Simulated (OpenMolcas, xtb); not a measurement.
## SbH3O2 (SMILES [OH][SbH][OH]): methods side by side

The species is SbH3O2 (6 atoms), meant as a singlet with charge 0. SMILES: `[OH][SbH][OH]`. Geometry: a GFN2-xTB relaxation, a rough one for these elements and not checked as a minimum. This is one conformer, not always the lowest.

```xyz
6

O    -1.0661   -0.6607   -0.2072
Sb    0.5511    0.2626   -0.8598
O     1.4611   -0.1774    0.7827
H    -1.7077   -0.8355   -0.8920
H    -0.0349    1.7715   -0.2727
H     0.7965   -0.3606    1.4490
```

Each level gives the dipole moment (D). The values are calculated.

```tsv
level	kind	program	value (D)	CPU time
GFN2-xTB	semi-empirical	xtb	2.62	under 2 s
GFN0-xTB	semi-empirical	xtb	4.18	under 2 s
GFN1-xTB	semi-empirical	xtb	4.28	under 2 s
HF/def2-SVP (core potential)	Hartree–Fock	OpenMolcas	2.86	5 s
PBE/def2-SVP (core potential)	GGA	OpenMolcas	2.27	22 s
M06-2X/def2-SVP (core potential)	hybrid meta-GGA	OpenMolcas	2.58	24 s
PBE0/def2-SVP (core potential)	global hybrid	OpenMolcas	2.46	19 s
```

The values span 2.27 to 4.28 D. Times are those of the runs behind each value, whatever else they computed, on shared processors of several kinds: orders of magnitude only.

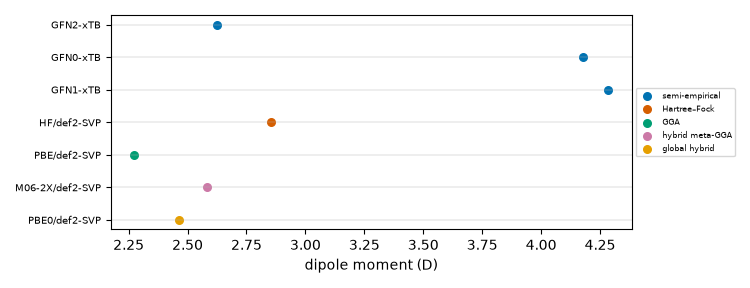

The values of the table, level by level.
